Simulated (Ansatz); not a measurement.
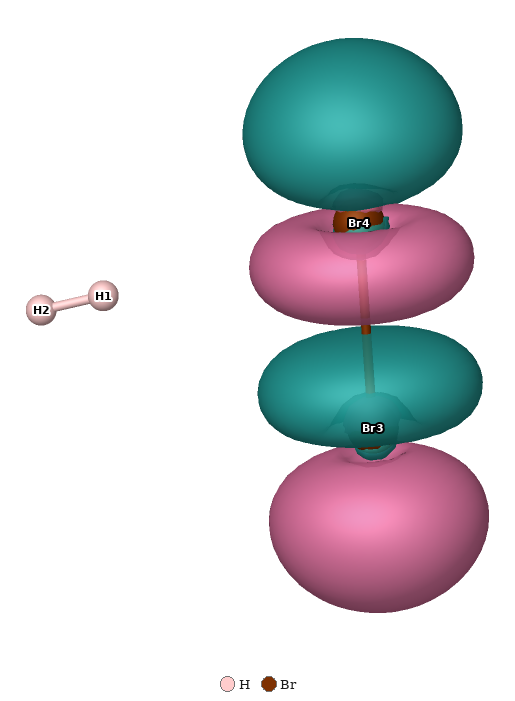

H2···Br2 (SMILES [H][H].BrBr). One frontier orbital at ±0.1 Å⁻³ᐟ² (teal and pink are the two phases), seen at a tilt.

Geometry: rigid move from PBE0-D4/def2-TZVP.

All numbers below come from Ansatz 0.2.0, RKS PBE0-D4/def2-TZVPPD.

Input

```
crystal:
  periodic: [false, false, false]
  atoms:
    - {symbol: H, position_ang: [-0.013171, -0.025070, -1.418624]}
    - {symbol: H, position_ang: [-0.278681, -0.098518, -2.112395]}
    - {symbol: Br, position_ang: [-0.960451, -0.222088, 1.772109]}
    - {symbol: Br, position_ang: [1.225269, 0.334131, 1.431914]}
basis:
  gaussian: {orbitals: "def2-TZVPPD.json"}
hamiltonian: {xc: pbe0, dispersion: d4}
output: {orbitals: {seedname: orbitals}}
```

Command:

```sh
ansatz run in.yaml --threads 2 --pin off --events-out ev --progress --plain --max-ram 5222MiB
```

Question: Which orbital is it: HOMO or LUMO?

Answer: The LUMO, at −3.60 eV. It lies mainly on Br3 (about 50 %) and Br4 (about 50 %); it is symmetric in the molecular plane (an in-plane orbital: σ, lone-pair or in-plane π type).
